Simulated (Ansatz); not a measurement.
**Al7P8 zinc blende ring disc (Al₇P₈H₂₄+): a spread of methods and bases**

How do the results and run time of Al7P8 zinc blende ring disc (Al₇P₈H₂₄+) respond when the settings are drawn wide?

Method: the settings change from run to run; program: Ansatz 0.2.0, Gaussian basis.

### 1 The relaxed structure

The structure was relaxed beforehand with r2SCAN-D4/def2-SVP.

39 atoms, charge 1, spin multiplicity 1.

Atoms are counted from 1 here; the program's logs count them from 0.

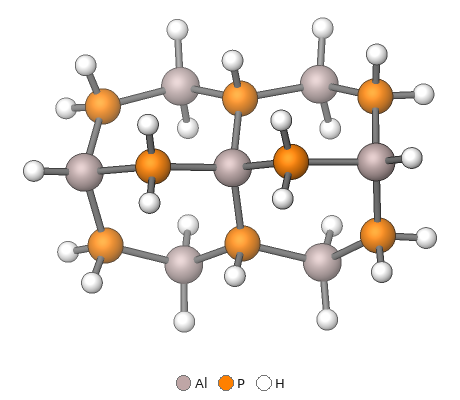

The geometry (aluminium light grey, phosphorus orange, hydrogen white).

Geometry (Å):

```
Al   -2.9033   -2.9127    1.2469
Al   -3.1542    0.3946   -1.6547
Al    0.3321   -3.1006   -1.6795
Al   -0.0003    0.0006    0.9241
Al    3.1487   -0.3888   -1.6547
Al   -0.3399    3.1068   -1.6808
Al    2.9074    2.9091    1.2459
P    -1.3402   -4.0845   -0.1454
P    -4.0688   -1.3678   -0.1727
P    -1.3772   -1.3714    2.3544
P    -1.4158    1.4218   -0.2795
P     1.4161   -1.4219   -0.2773
P     1.3745    1.3750    2.3540
P     4.0762    1.3550   -0.1606
P     1.3527    4.0775   -0.1589
H    -3.7677   -3.7655    2.2559
H    -4.3277    1.4523   -1.7853
H    -2.4312   -0.3985   -2.8174
H    -0.5468   -2.3224   -2.7420
H     1.3863   -4.2533   -1.9478
H     2.4176    0.4223   -2.8001
H     4.3172   -1.4487   -1.8094
H    -1.3936    4.2657   -1.9239
H     0.5210    2.3355   -2.7626
H     3.7683    3.7659    2.2545
H    -2.1369   -5.0017   -0.8836
H    -0.7286   -5.0145    0.7387
H    -4.9433   -2.1824   -0.9428
H    -5.0400   -0.8014    0.6975
H    -2.1022   -0.5558    3.2637
H    -0.5668   -2.0861    3.2763
H    -2.0916    2.1258    0.7598
H     2.0930   -2.1273    0.7602
H     2.0949    0.5615    3.2689
H     0.5621    2.0945    3.2705
H     5.0336    0.7773    0.7174
H     4.9654    2.1622   -0.9215
H     0.7523    5.0213    0.7183
H     2.1566    4.9808   -0.9065
```

### 2 PBE0/def2-TZVP

Set apart from the defaults: unrestricted orbitals, atoms shaken by 0.08 Å, density fitting with def2-universal-jkfit, the search for lower states set to off.

Input file in.yaml:

```yaml
crystal:
  periodic: [false, false, false]
  atoms:
    - {symbol: Al, position_ang: [-2.817399, -2.903178, 1.188833]}
    - {symbol: Al, position_ang: [-3.052919, 0.402659, -1.608705]}
    - {symbol: Al, position_ang: [0.333851, -3.014639, -1.532407]}
    - {symbol: Al, position_ang: [0.063275, 0.115796, 0.902523]}
    - {symbol: Al, position_ang: [3.087370, -0.368014, -1.618595]}
    - {symbol: Al, position_ang: [-0.272497, 3.088654, -1.690616]}
    - {symbol: Al, position_ang: [2.922271, 2.878747, 1.249646]}
    - {symbol: P, position_ang: [-1.379376, -4.055921, -0.177940]}
    - {symbol: P, position_ang: [-4.019764, -1.360163, -0.282012]}
    - {symbol: P, position_ang: [-1.333853, -1.279225, 2.349630]}
    - {symbol: P, position_ang: [-1.410551, 1.484455, -0.331505]}
    - {symbol: P, position_ang: [1.499515, -1.450230, -0.116244]}
    - {symbol: P, position_ang: [1.353637, 1.406935, 2.437148]}
    - {symbol: P, position_ang: [4.013018, 1.307740, -0.077581]}
    - {symbol: P, position_ang: [1.441834, 4.048727, -0.066904]}
    - {symbol: H, position_ang: [-3.886119, -3.807782, 2.316250]}
    - {symbol: H, position_ang: [-4.382920, 1.394187, -1.759349]}
    - {symbol: H, position_ang: [-2.523486, -0.268685, -2.696247]}
    - {symbol: H, position_ang: [-0.487327, -2.402185, -2.788470]}
    - {symbol: H, position_ang: [1.237427, -4.279384, -1.969267]}
    - {symbol: H, position_ang: [2.404649, 0.466143, -2.867267]}
    - {symbol: H, position_ang: [4.329023, -1.464492, -1.856984]}
    - {symbol: H, position_ang: [-1.294014, 4.187090, -1.825646]}
    - {symbol: H, position_ang: [0.548097, 2.315065, -2.697543]}
    - {symbol: H, position_ang: [3.886141, 3.788951, 2.385931]}
    - {symbol: H, position_ang: [-2.223442, -5.056134, -0.941920]}
    - {symbol: H, position_ang: [-0.736784, -4.883340, 0.730744]}
    - {symbol: H, position_ang: [-5.011963, -2.212441, -0.959433]}
    - {symbol: H, position_ang: [-5.127866, -0.891478, 0.660123]}
    - {symbol: H, position_ang: [-2.112189, -0.548671, 3.118911]}
    - {symbol: H, position_ang: [-0.468122, -2.235910, 3.363722]}
    - {symbol: H, position_ang: [-2.274431, 2.056479, 0.823348]}
    - {symbol: H, position_ang: [2.112293, -2.068238, 0.640911]}
    - {symbol: H, position_ang: [2.097197, 0.522192, 3.321489]}
    - {symbol: H, position_ang: [0.441021, 1.922193, 3.361030]}
    - {symbol: H, position_ang: [5.129356, 0.910699, 0.768045]}
    - {symbol: H, position_ang: [5.118305, 2.141844, -0.951595]}
    - {symbol: H, position_ang: [0.751447, 5.072123, 0.734739]}
    - {symbol: H, position_ang: [2.162519, 4.978242, -0.843742]}
basis:
  gaussian: {orbitals: def2-TZVP, fitting: {mean_field: def2-universal-jkfit}}
total_charge: 1
magnetization: {spin_polarized: true, initial_magnetization: 0}
hamiltonian: {xc: {name: PBE0}}
scf: {lower_state_search: off}
```

Started as:

```
ansatz run in.yaml --threads 2 --pin off --events-out ev --progress --plain --max-ram 32768MiB --backend cuda --devices 0, --max-vram 18GiB
```

The log of the run:

```text
Functional definition: PBE0
  name "PBE0"
  cite "Adamo & Barone, J. Chem. Phys. 110, 6158 (1999) doi:10.1063/1.478522"
  cite "Perdew, Burke & Ernzerhof, Phys. Rev. Lett. 77, 3865 (1996) doi:10.1103/PhysRevLett.77.3865"
  parent pbe
  parameter a = 0.25
  parameter kappa = 0.804
  parameter beta = 0.06672455060314922
  exchange = (1 - a)*pbe_x(kappa = kappa, mu = beta*pi^2/3) + a*exact_x
  correlation = pbe_c(beta = beta)
these checks for a lower state are left out or cut short: stability, starts, cluster_reference, orbital_swaps, neighbouring_geometries, increment
2352 factors; integrals over basis functions are off by at most 7.5e-1 eV
mean field evaluation 1: about -120826.9756 eV, gradient 2.6e1 eV
mean field evaluation 2: about -120828.6373 eV, gradient 2.3e1 eV
mean field evaluation 4: about -120831.6868 eV, gradient 2.2e0 eV
mean field evaluation 8: about -120831.7231 eV, gradient 1.9e-1 eV
mean field evaluation 16: about -120831.7234 eV, gradient 2.6e-5 eV
mean field -120831.72336936 eV, -4440.4839311401 hartree, gradient 8.5e-6 eV, S^2 0.000000; 0 other end points of the search recorded, 0 dependent functions left out
reference -120831.72345014 eV, -4440.4839341088 hartree; 117, 117 occupied and 582, 582 virtual orbitals, 2352 factors
Total energy: -120831.72345014 eV, -4440.4839341088 hartree
Checks for a lower state left out: stability, starts, cluster_reference, orbital_swaps, neighbouring_geometries, increment
```

Run time: 9.5 s. Hardware: 1 × H100 (card shared with other runs) with 2 threads of AMD EPYC 7R13, shared host; peak host memory 1.2 GiB.

⟨S²⟩ 0.000.

### 3 r2SCAN/6-31G*

This run has charge +2, multiplicity 2, rVV10 dispersion.

Input file in.yaml:

```yaml
crystal:
  periodic: [false, false, false]
  atoms:
    - {symbol: Al, position_ang: [-2.903328, -2.912713, 1.246907]}
    - {symbol: Al, position_ang: [-3.154155, 0.394585, -1.654721]}
    - {symbol: Al, position_ang: [0.332140, -3.100589, -1.679471]}
    - {symbol: Al, position_ang: [-0.000254, 0.000571, 0.924090]}
    - {symbol: Al, position_ang: [3.148672, -0.388831, -1.654687]}
    - {symbol: Al, position_ang: [-0.339946, 3.106751, -1.680830]}
    - {symbol: Al, position_ang: [2.907443, 2.909077, 1.245884]}
    - {symbol: P, position_ang: [-1.340189, -4.084473, -0.145397]}
    - {symbol: P, position_ang: [-4.068843, -1.367819, -0.172707]}
    - {symbol: P, position_ang: [-1.377237, -1.371354, 2.354363]}
    - {symbol: P, position_ang: [-1.415842, 1.421798, -0.279536]}
    - {symbol: P, position_ang: [1.416064, -1.421899, -0.277302]}
    - {symbol: P, position_ang: [1.374549, 1.374961, 2.354047]}
    - {symbol: P, position_ang: [4.076237, 1.354967, -0.160613]}
    - {symbol: P, position_ang: [1.352712, 4.077521, -0.158897]}
    - {symbol: H, position_ang: [-3.767735, -3.765539, 2.255878]}
    - {symbol: H, position_ang: [-4.327708, 1.452330, -1.785296]}
    - {symbol: H, position_ang: [-2.431242, -0.398537, -2.817378]}
    - {symbol: H, position_ang: [-0.546840, -2.322397, -2.742037]}
    - {symbol: H, position_ang: [1.386320, -4.253301, -1.947819]}
    - {symbol: H, position_ang: [2.417648, 0.422333, -2.800079]}
    - {symbol: H, position_ang: [4.317165, -1.448710, -1.809364]}
    - {symbol: H, position_ang: [-1.393582, 4.265719, -1.923873]}
    - {symbol: H, position_ang: [0.521028, 2.335477, -2.762559]}
    - {symbol: H, position_ang: [3.768311, 3.765858, 2.254503]}
    - {symbol: H, position_ang: [-2.136858, -5.001653, -0.883647]}
    - {symbol: H, position_ang: [-0.728573, -5.014469, 0.738700]}
    - {symbol: H, position_ang: [-4.943268, -2.182410, -0.942796]}
    - {symbol: H, position_ang: [-5.040049, -0.801431, 0.697454]}
    - {symbol: H, position_ang: [-2.102211, -0.555808, 3.263750]}
    - {symbol: H, position_ang: [-0.566757, -2.086106, 3.276310]}
    - {symbol: H, position_ang: [-2.091580, 2.125813, 0.759767]}
    - {symbol: H, position_ang: [2.093037, -2.127329, 0.760152]}
    - {symbol: H, position_ang: [2.094902, 0.561490, 3.268950]}
    - {symbol: H, position_ang: [0.562087, 2.094456, 3.270516]}
    - {symbol: H, position_ang: [5.033599, 0.777330, 0.717427]}
    - {symbol: H, position_ang: [4.965384, 2.162178, -0.921536]}
    - {symbol: H, position_ang: [0.752319, 5.021335, 0.718306]}
    - {symbol: H, position_ang: [2.156570, 4.980811, -0.906467]}
basis:
  gaussian: {orbitals: "6-31G*"}
total_charge: 2
magnetization: {spin_polarized: true, initial_magnetization: 1}
hamiltonian: {xc: {name: r2SCAN}, dispersion: rvv10}
scf: {omitted_lower_state_checks: [starts]}
output: {forces: true}
```

The command is unchanged.

The log of the run, shortened:

```text
Functional definition: r2SCAN+rVV10
  name "r2SCAN+rVV10"
  cite "Furness, Kaplan, Ning, Perdew & Sun, J. Phys. Chem. Lett. 11, 8208 (2020) doi:10.1021/acs.jpclett.0c02405"
  cite "Furness, Kaplan, Ning, Perdew & Sun, J. Phys. Chem. Lett. 11, 9248 (2020) doi:10.1021/acs.jpclett.0c03077"
  cite "Vydrov & Van Voorhis, J. Chem. Phys. 133, 244103 (2010) doi:10.1063/1.3521275"
  cite "Sabatini, Gorni & de Gironcoli, Phys. Rev. B 87, 041108(R) (2013) doi:10.1103/PhysRevB.87.041108"
  cite "Ning et al., Phys. Rev. B 106, 075422 (2022) doi:10.1103/PhysRevB.106.075422"
  parent "r2scan"
[...]
4200 factors; their error is unknown
[...]
mean field -120844.46319525 eV, -4440.9521111063 hartree, gradient 2.3e-6 eV, S^2 0.753809; 0 other end points of the search recorded, 0 dependent functions left out
[...]
Atom 30 at    -0.566757    -2.086106     3.276310 Å, force    -0.032907     0.090852    -0.101394 eV/Å
Atom 31 at    -2.091580     2.125813     0.759767 Å, force     0.015672    -0.052381    -0.095532 eV/Å
Atom 32 at     2.093037    -2.127329     0.760152 Å, force    -0.015256     0.052163    -0.095485 eV/Å
Atom 33 at     2.094902     0.561490     3.268950 Å, force    -0.095449     0.024200    -0.103820 eV/Å
Atom 34 at     0.562087     2.094456     3.270516 Å, force     0.033180    -0.091008    -0.100395 eV/Å
Atom 35 at     5.033599     0.777330     0.717427 Å, force    -0.083999     0.007597    -0.114120 eV/Å
Atom 36 at     4.965384     2.162178    -0.921536 Å, force    -0.079418    -0.089802     0.057996 eV/Å
Atom 37 at     0.752319     5.021335     0.718306 Å, force     0.043875    -0.082842    -0.087534 eV/Å
Atom 38 at     2.156570     4.980811    -0.906467 Å, force    -0.104810    -0.080222     0.040812 eV/Å
Dipole moment:     0.002612    -0.003911     1.336477 e Å
Checks for a lower state left out: starts
```

Run time: 29 s. Hardware: 1 × H100 (card shared with other runs) with 2 threads of AMD EPYC 7R13, shared host; peak host memory 1.4 GiB.

Largest force 0.541 eV/Å, ⟨S²⟩ 0.754.

### 4 B2GP-PLYP/def2-SVP

Edit in.yaml of step 3 so:

```diff
@@ -43,6 +43,5 @@
 basis:
-  gaussian: {orbitals: "6-31G*"}
-total_charge: 2
-magnetization: {spin_polarized: true, initial_magnetization: 1}
-hamiltonian: {xc: {name: r2SCAN}, dispersion: rvv10}
+  gaussian: {orbitals: def2-SVP}
+total_charge: 1
+hamiltonian: {xc: {name: B2GP-PLYP}}
 scf: {omitted_lower_state_checks: [starts]}
```

The command is unchanged.

The log of the run, shortened:

```text
Functional definition: B2GP-PLYP
  name "B2GP-PLYP"
  cite "Karton, Tarnopolsky, Lamère, Schatz & Martin, J. Phys. Chem. A 112, 12868 (2008) doi:10.1021/jp801805p"
  cite "Becke, Phys. Rev. A 38, 3098 (1988) doi:10.1103/PhysRevA.38.3098"
  cite "Lee, Yang & Parr, Phys. Rev. B 37, 785 (1988) doi:10.1103/PhysRevB.37.785"
[...]
3634 factors; integrals over basis functions are off by at most 1.1e-3 eV
[...]
mean field -120756.25012188 eV, -4437.7103404531 hartree, gradient 3.1e-6 eV, S^2 0.000000; 0 other end points of the search recorded, 0 dependent functions left out
75 core orbitals not correlated: weight in the atoms' cores, before any rotation towards them, 1.000 or more for the frozen orbitals, at most 0.000 for the correlated occupied ones
reference -120756.25040002 eV, -4437.7103506744 hartree; 42, 42 occupied and 273, 273 virtual orbitals, 3634 factors
[...]
Atom 30 at    -0.566757    -2.086106     3.276310 Å, force    -0.105848     0.103617    -0.157724 eV/Å
Atom 31 at    -2.091580     2.125813     0.759767 Å, force     0.101838    -0.105586    -0.154087 eV/Å
Atom 32 at     2.093037    -2.127329     0.760152 Å, force    -0.102426     0.105762    -0.153471 eV/Å
Atom 33 at     2.094902     0.561490     3.268950 Å, force    -0.104147     0.106611    -0.156813 eV/Å
Atom 34 at     0.562087     2.094456     3.270516 Å, force     0.105984    -0.104316    -0.157026 eV/Å
Atom 35 at     5.033599     0.777330     0.717427 Å, force    -0.162305     0.064846    -0.123744 eV/Å
Atom 36 at     4.965384     2.162178    -0.921536 Å, force    -0.151237    -0.115274     0.099791 eV/Å
Atom 37 at     0.752319     5.021335     0.718306 Å, force     0.066792    -0.161374    -0.124474 eV/Å
Atom 38 at     2.156570     4.980811    -0.906467 Å, force    -0.114682    -0.152203     0.098108 eV/Å
Dipole moment:     0.009000    -0.008592     1.802683 e Å
Checks for a lower state left out: starts
```

It took 16 s on 1 × H100 (card shared with other runs) with 2 threads of AMD EPYC 7R13, shared host; peak host memory 3.8 GiB.

Largest force 0.412 eV/Å.

### 5 CAM-B3LYP/6-31G

This run has D4 dispersion.

Edit in.yaml of step 4 so:

```diff
@@ -43,6 +43,5 @@
 basis:
-  gaussian: {orbitals: def2-SVP}
+  gaussian: {orbitals: 6-31G}
 total_charge: 1
-hamiltonian: {xc: {name: B2GP-PLYP}}
-scf: {omitted_lower_state_checks: [starts]}
+hamiltonian: {xc: {name: CAM-B3LYP}, dispersion: d4}
 output: {forces: true}
```

Launched as before.

The log of the run:

```text
Functional definition: CAM-B3LYP
  name "CAM-B3LYP"
  cite "Yanai, Tew & Handy, Chem. Phys. Lett. 393, 51 (2004) doi:10.1016/j.cplett.2004.06.011"
  cite "Iikura, Tsuneda, Yanai & Hirao, J. Chem. Phys. 115, 3540 (2001) doi:10.1063/1.1383587"
  cite "Becke, Phys. Rev. A 38, 3098 (1988) doi:10.1103/PhysRevA.38.3098"
  cite "Lee, Yang & Parr, Phys. Rev. B 37, 785 (1988) doi:10.1103/PhysRevB.37.785"
  cite "Vosko, Wilk & Nusair, Can. J. Phys. 58, 1200 (1980) doi:10.1139/p80-159"
  parameter alpha = 0.19
  parameter beta = 0.46
  parameter omega = 0.33/bohr
  parameter ac = 0.81
  # Exact exchange under (alpha + beta erf(omega r))/r, Becke's under what is left of 1/r.
  exchange = (1 - alpha - beta)*b88_x + beta*b88_x_sr(omega) + alpha*exact_x + beta*exact_x_lr(omega)
  correlation = (1 - ac)*vwn5_c + ac*lyp_c
2854 factors; integrals over basis functions are off by at most 2.1e-4 eV
1351 factors; integrals over basis functions are off by at most 5.5e-6 eV
mean field evaluation 1: about -120862.1459 eV, gradient 3.0e1 eV
mean field evaluation 2: about -120864.7563 eV, gradient 1.9e1 eV
mean field evaluation 4: about -120866.0943 eV, gradient 7.3e-1 eV
mean field evaluation 8: about -120866.4252 eV, gradient 3.9e-2 eV
mean field evaluation 16: about -120866.4252 eV, gradient 2.3e-5 eV
mean field -120866.42516966 eV, -4441.7591987795 hartree, gradient 2.3e-5 eV, S^2 0.000000; 0 other end points of the search recorded, 0 dependent functions left out
the calculation of the forces begins
reference -120866.42547586 eV, -4441.7592100320 hartree; 117, 117 occupied and 126, 126 virtual orbitals, 2854 factors
Total energy: -120868.46469979 eV, -4441.8341501292 hartree
Atom 0 at    -2.903328    -2.912713     1.246907 Å, force     0.059937     0.057240    -0.066925 eV/Å
Atom 1 at    -3.154155     0.394585    -1.654721 Å, force     0.039392     0.026233    -0.090324 eV/Å
Atom 2 at     0.332140    -3.100589    -1.679471 Å, force     0.022943     0.042889    -0.104437 eV/Å
Atom 3 at    -0.000254     0.000571     0.924090 Å, force     0.000168    -0.000139    -0.107402 eV/Å
Atom 4 at     3.148672    -0.388831    -1.654687 Å, force    -0.040744    -0.024627    -0.093601 eV/Å
Atom 5 at    -0.339946     3.106751    -1.680830 Å, force    -0.023243    -0.042645    -0.101786 eV/Å
Atom 6 at     2.907443     2.909077     1.245884 Å, force    -0.058770    -0.058565    -0.067062 eV/Å
Atom 7 at    -1.340189    -4.084473    -0.145397 Å, force    -0.104425    -0.170391     0.045559 eV/Å
Atom 8 at    -4.068843    -1.367819    -0.172707 Å, force    -0.160780    -0.102823     0.043638 eV/Å
Atom 9 at    -1.377237    -1.371354     2.354363 Å, force     0.003899     0.005456     0.206535 eV/Å
Atom 10 at    -1.415842     1.421798    -0.279536 Å, force     0.002313    -0.006778    -0.004112 eV/Å
Atom 11 at     1.416064    -1.421899    -0.277302 Å, force    -0.002282     0.006260    -0.005327 eV/Å
Atom 12 at     1.374549     1.374961     2.354047 Å, force    -0.004723    -0.004788     0.206303 eV/Å
Atom 13 at     4.076237     1.354967    -0.160613 Å, force     0.163227     0.103406     0.044186 eV/Å
Atom 14 at     1.352712     4.077521    -0.158897 Å, force     0.104075     0.167858     0.045251 eV/Å
Atom 15 at    -3.767735    -3.765539     2.255878 Å, force    -0.024011    -0.023118     0.034255 eV/Å
Atom 16 at    -4.327708     1.452330    -1.785296 Å, force    -0.047797     0.033449     0.016050 eV/Å
Atom 17 at    -2.431242    -0.398537    -2.817378 Å, force     0.020804    -0.035601    -0.037981 eV/Å
Atom 18 at    -0.546840    -2.322397    -2.742037 Å, force    -0.035267     0.023429    -0.032732 eV/Å
Atom 19 at     1.386320    -4.253301    -1.947819 Å, force     0.031982    -0.046871     0.010539 eV/Å
Atom 20 at     2.417648     0.422333    -2.800079 Å, force    -0.020515     0.034900    -0.037567 eV/Å
Atom 21 at     4.317165    -1.448710    -1.809364 Å, force     0.047504    -0.034095     0.015663 eV/Å
Atom 22 at    -1.393582     4.265719    -1.923873 Å, force    -0.031728     0.047132     0.010945 eV/Å
Atom 23 at     0.521028     2.335477    -2.762559 Å, force     0.035855    -0.023153    -0.033487 eV/Å
Atom 24 at     3.768311     3.765858     2.254503 Å, force     0.023682     0.023750     0.034447 eV/Å
Atom 25 at    -2.136858    -5.001653    -0.883647 Å, force    -0.054278    -0.046848    -0.103235 eV/Å
Atom 26 at    -0.728573    -5.014469     0.738700 Å, force     0.098998    -0.053830     0.069375 eV/Å
Atom 27 at    -4.943268    -2.182410    -0.942796 Å, force    -0.040230    -0.056961    -0.107579 eV/Å
Atom 28 at    -5.040049    -0.801431     0.697454 Å, force    -0.065027     0.097367     0.069132 eV/Å
Atom 29 at    -2.102211    -0.555808     3.263750 Å, force    -0.059613     0.072741     0.023182 eV/Å
Atom 30 at    -0.566757    -2.086106     3.276310 Å, force     0.072801    -0.058966     0.024990 eV/Å
Atom 31 at    -2.091580     2.125813     0.759767 Å, force    -0.068053     0.071740     0.058644 eV/Å
Atom 32 at     2.093037    -2.127329     0.760152 Å, force     0.067091    -0.071271     0.058735 eV/Å
Atom 33 at     2.094902     0.561490     3.268950 Å, force     0.059769    -0.072565     0.023933 eV/Å
Atom 34 at     0.562087     2.094456     3.270516 Å, force    -0.072907     0.059317     0.024341 eV/Å
Atom 35 at     5.033599     0.777330     0.717427 Å, force     0.061668    -0.097080     0.069925 eV/Å
Atom 36 at     4.965384     2.162178    -0.921536 Å, force     0.042190     0.056012    -0.106463 eV/Å
Atom 37 at     0.752319     5.021335     0.718306 Å, force    -0.099112     0.056811     0.068692 eV/Å
Atom 38 at     2.156570     4.980811    -0.906467 Å, force     0.055207     0.045126    -0.104299 eV/Å
Dipole moment:     0.008353    -0.007970     1.765262 e Å
```

It took 8.5 s on 1 × H100 (card shared with other runs) with 2 threads of AMD EPYC 7R13, shared host; peak host memory 1.4 GiB.

Largest force 0.207 eV/Å.

### 6 The runs in one table

```tsv
level	charge	multiplicity	geometry	functions	energy (eV)	time
PBE0/def2-TZVP	1	1	shaken	699	-120831.723	9.5 s
r2SCAN/6-31G*	2	2	relaxed	333	-120844.463	29 s
B2GP-PLYP/def2-SVP	1	1	relaxed	390	-120773.181	16 s
CAM-B3LYP/6-31G	1	1	relaxed	243	-120868.465	8.5 s
```

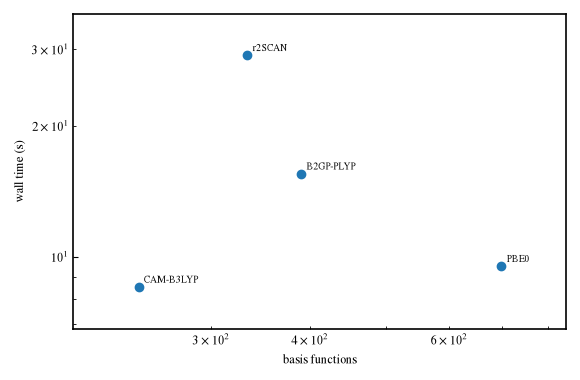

Wall time against the number of basis functions (shared host).

### 7 Results

| quantity | value |
| --- | --- |
| runs | 4 |
| quickest | CAM-B3LYP/6-31G, 8.5 s |
| slowest | r2SCAN/6-31G*, 29 s |
| spread of total energies, same state and geometry | 95.3 eV |

In words: Run time spans a factor of 3, from CAM-B3LYP/6-31G to r2SCAN/6-31G*. The jobs differ in tasks and options as well as level. The totals spread over 95 eV; they can't be compared across methods or bases. At the r2SCAN-D4/def2-SVP geometry and in the same state, runs without warnings or point charges leave forces up to 0.41 eV/Å (B2GP-PLYP/def2-SVP).
